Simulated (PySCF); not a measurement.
# Run report: C₄H₆S, excited-state calculation

The run: excited-state calculation of C₄H₆S (Divinyl sulfide), SMILES C=CSC=C. Method and program: TDDFT PBE0/def2-SVPD, vertical, gas phase, core orbitals frozen in the response (PySCF 2.14.0).

The geometry comes from this level: PBE0-D3(BJ)/def2-SVP.

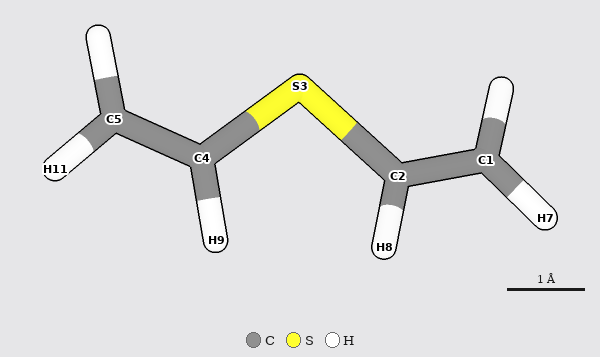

Fig. 1: The structure as given in the input (stick view, seen at a tilt; atoms are numbered from 1 in the order of the input). Bond lengths as drawn: C–C 1.34 Å, C–H 1.09 to 1.10 Å and C–S 1.75 Å.

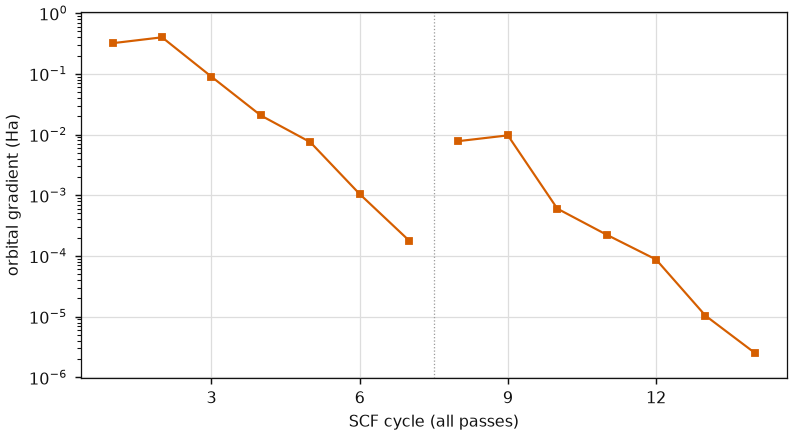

Fig. 2: Convergence of the self-consistent field: orbital gradient against the SCF cycle. The dotted line marks the change from a coarse to the final integration grid. The first 7 cycles use a coarse grid, the final grid takes over at cycle 8, and the field converges after 14 cycles in all.

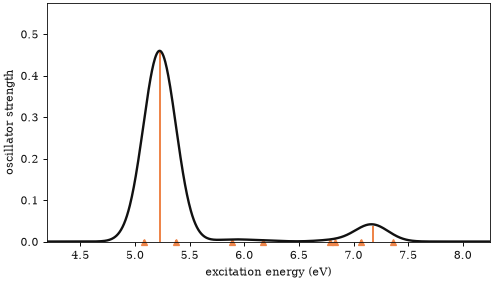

Fig. 3: Computed excitations as sticks (degenerate states added up, dark ones marked on the axis), with a Gaussian envelope of 0.35 eV full width at half maximum, scaled to the tallest. Of the 10 states the lowest lies at 5.08 eV (f = 0.003); the strongest line is at 5.23 eV, or 237 nm (f = 0.460).

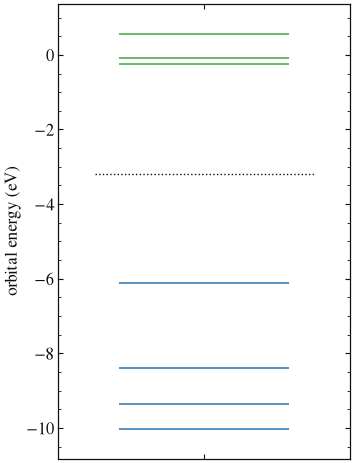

Fig. 4: Orbital energies near the frontier; the dotted line parts filled from empty levels, and levels within 0.02 eV of each other stand side by side. Highest filled −6.12 eV, lowest empty −0.25 eV, 5.87 eV apart.

The input and output of the run follow.

## Input file
```
{"job": {"kind": "uv", "xc": "PBE0", "basis": "def2-SVPD", "ip": true}, "charge": 0, "multiplicity": 1}
C     -2.598479     0.175065     0.491182
C     -1.331850    -0.208003     0.312300
S     -0.042450     0.886815    -0.144162
C      1.368489    -0.134017     0.045462
C      2.593297     0.203174    -0.365612
H     -2.912460     1.216976     0.386108
H     -3.362834    -0.562523     0.744123
H     -1.036713    -1.257655     0.418262
H      1.188223    -1.082323     0.563699
H      2.797584     1.144761    -0.882359
H      3.435260    -0.467770    -0.183303
```

The first line tells a small driver script what to run in PySCF; the rest is the geometry in Å.

Run as:
```bash
OMP_NUM_THREADS=1 python <driver script> task.json out
```

## The program's output
```
coarse grid: 9688 points
cycle   1  E = -553.5237164715  dE =  4.445e-01  |g| = 3.194e-01  |ddm| = 5.262e+00
cycle   2  E = -553.5086785074  dE =  1.504e-02  |g| = 3.993e-01  |ddm| = 1.045e+00
cycle   3  E = -553.5499357484  dE = -4.126e-02  |g| = 8.967e-02  |ddm| = 6.697e-01
cycle   4  E = -553.5521900842  dE = -2.254e-03  |g| = 2.059e-02  |ddm| = 1.694e-01
cycle   5  E = -553.5522884151  dE = -9.833e-05  |g| = 7.491e-03  |ddm| = 4.034e-02
cycle   6  E = -553.5523056916  dE = -1.728e-05  |g| = 1.047e-03  |ddm| = 1.702e-02
cycle   7  E = -553.5523059829  dE = -2.913e-07  |g| = 1.793e-04  |ddm| = 2.542e-03
final grid: 88816 points
cycle   8  E = -553.6126732827  dE = -1.503e-05  |g| = 7.782e-03  |ddm| = 9.047e-02
cycle   9  E = -553.6126634698  dE =  9.813e-06  |g| = 9.680e-03  |ddm| = 2.730e-02
cycle  10  E = -553.6126898396  dE = -2.637e-05  |g| = 6.018e-04  |ddm| = 1.520e-02
cycle  11  E = -553.6126899475  dE = -1.079e-07  |g| = 2.234e-04  |ddm| = 1.430e-03
cycle  12  E = -553.6126899590  dE = -1.145e-08  |g| = 8.727e-05  |ddm| = 4.547e-04
cycle  13  E = -553.6126899610  dE = -2.074e-09  |g| = 1.037e-05  |ddm| = 1.890e-04
cycle  14  E = -553.6126899611  dE = -2.774e-11  |g| = 2.521e-06  |ddm| = 2.807e-05
converged SCF energy = -553.6126899611

Static polarisability (au): isotropic 76.791, principal 47.445 60.196 122.731

Singlet excitations
state   eV       nm        f      main configurations
  1   5.0797    244.1   0.00324   H->L+1 0.55, H->L+2 0.42
  2   5.2258    237.3   0.45961   H->L 0.96
  3   5.3769    230.6   0.00348   H->L+2 0.55, H->L+1 0.41
  4   5.8885    210.6   0.00475   H->L+3 0.97
  5   6.1729    200.9   0.00255   H->L+4 0.97
  6   6.7879    182.7   0.00194   H->L+6 0.91
  7   6.8295    181.5   0.00132   H->L+5 0.95
  8   7.0678    175.4   0.00447   H->L+7 0.91
  9   7.1743    172.8   0.03828   H->L+8 0.83
 10   7.3624    168.4   0.00003   H->L+9 0.85, H-1->L 0.10

Triplet excitations (Tamm-Dancoff, eV): 3.5507 3.7374 4.9153 5.7767
Vertical ionisation energy (delta-SCF) = 8.0070 eV
```

## Key numbers

- outcome: converged
- total energy: −553.612690 hartree
- HOMO: −6.12 eV
- LUMO: −0.25 eV
- dipole moment: 1.12 D
- mean polarisability: 76.79 a.u.
- vertical ionisation energy: 8.01 eV
- lowest singlet excitation: 5.08 eV
- hardware: 1 CPU thread, shared host
- wall time: 33 s
- peak memory: 0.66 GiB
